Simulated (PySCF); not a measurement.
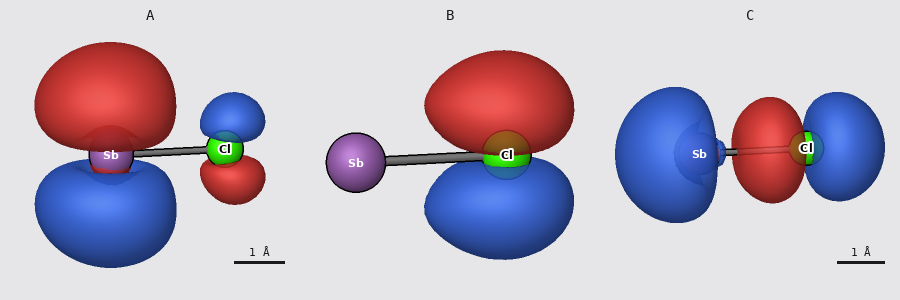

Figure. SbCl (triplet). Three frontier β-spin orbitals, each drawn at the value that holds 80 % of its norm (blue and red are the two phases), in no order; of a degenerate pair one member is drawn.

Level of theory: PBE0/x2c-SVPall, spin-free X2C-1e, Gaussian nucleus, at a bond length of 2.379 Å (PySCF).

**Name the orbitals and rank them from lowest to highest energy.**

Orbital C: σ, occupied in this spin, −9.46 eV; shared between the atoms (Sb 45 %, Cl 55 %).
Orbital B: π, occupied in this spin, −8.90 eV; mainly on Cl (90 %).
Orbital A: π, empty in this spin, −2.90 eV; mainly on Sb (90 %).
